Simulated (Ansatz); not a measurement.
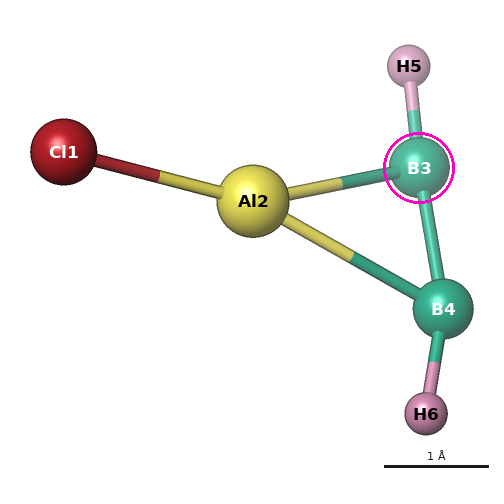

(Drawn from a calculation with Ansatz.)

Orthographic view. Atoms fade into the background with distance from the viewer. Geometry: atoms displaced at random (about 0.06 Å) from a stationary point of PBE0-D4.

Which atoms are bonded to the circled atom?

Answer. The circled atom is B3; it is bonded to Al2, B4, H5.

Which atom is farthest from the viewer?

Answer. H5, 1.3 Å behind the mean position.

Which atom is nearest the viewer?

Answer. Cl1, 1.3 Å in front of the mean position.

Of Al2 and B3, which is nearer the viewer?

Answer. Al2; the bond to B3 points away from the viewer, so it looks shorter than its 2.08 Å.
